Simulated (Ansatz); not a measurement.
Electronic density of states of amorphous Ga₂₄O₃₉W, density 5.24 g/cm³, on a 2×2×2 Γ-centred mesh with a Gaussian width of 0.1 eV; energies count from the Fermi level, whose place inside the gap is arbitrary. Cell and mesh are small, so fine structure isn't converged. The numbers are results of PBE, scalar-relativistic without spin-orbit coupling (plane waves to 420 eV, PAW; Ansatz, a first-principles code), not measurements. Sampling: a 2×2×2 Γ-centred mesh; Fermi-Dirac width 0.02 eV; no spin polarisation. At PBE the levels at the filled edge of the gap are localised (band-tail or defect states), and the nearest spread-out levels lie 2.0 eV apart at the zone centre.

It comes from a melt-quench run on a machine-learned potential (CHGNet), relaxed afterwards by DFT. O atoms were pushed apart under 1.9 Å during the dynamics, to hinder bonds among them. The hot cell started wider than the set density and was brought back towards it in steps. It is the lowest in DFT energy of 2 quenches. It is a model cell: composition and starting density were chosen by hand, and all elements were melted together. No dispersion term was used. Its density started from a set value of 5.13 and ended at 5.24 g/cm³. Cooling (nominally 280 K/ps over its main leg) ran many orders faster than in experiment, which tends to leave more defects and strain. Values belong to this one cell and scatter from quench to quench. Volume and shape were free in the relaxation. On a 2×2×2 Γ-centred mesh force components of up to 0.12 eV/Å stay, since the relaxation ran on the zone centre alone.

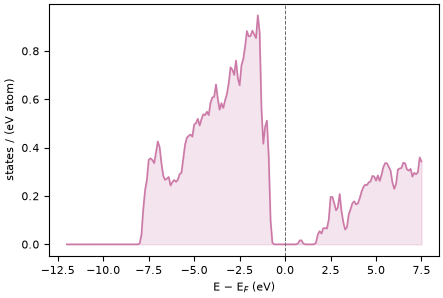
Figure: Density of states per atom

The level gap on this mesh is 1.72 eV; the broadening fills part of it in the curve.
